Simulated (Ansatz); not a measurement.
The figure comes from a scan of ZrO$_{2}$ (polar-ZrO2 type, space group Pca2_1): the cell is scaled evenly about its relaxed volume V₀. These are PBE (plane waves to 420 eV, PAW, scalar-relativistic; Ansatz, a program for electronic structure) values and carry that method's errors. k mesh 5×5×5 (Γ-centred), Fermi-Dirac smearing 0.05 eV. E stands for the smeared free energy. The relaxing atoms change the space group within the scan (Pbcn at V/V₀ = 1.083), so nothing is fitted. ZrO2 is run without spin polarisation. ZrO2 was relaxed with its symmetry unable to fall. The zero of ΔE is the relaxed starting cell.

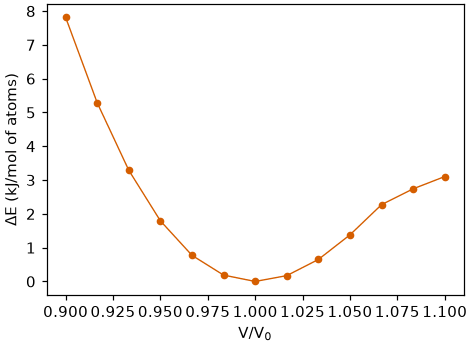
Fig. 1. ΔE (kJ/mol of atoms) against V/V₀; one marker a computed point.

### Question
Read the plotted values off the figure, to the accuracy that the plot allows.

### Answer
To the nearest 0.1:

| V/V₀ | ΔE (kJ/mol of atoms) |
|---|---|
| 0.900 | 7.8 |
| 0.917 | 5.3 |
| 0.933 | 3.3 |
| 0.950 | 1.8 |
| 0.967 | 0.8 |
| 0.983 | 0.2 |
| 1.000 | 0.0 |
| 1.017 | 0.2 |
| 1.033 | 0.7 |
| 1.050 | 1.4 |
| 1.067 | 2.3 |
| 1.083 | 2.7 |
| 1.100 | 3.1 |

(Under strain, the slope of the energy per volume gives the stress and its curvature an elastic modulus.)
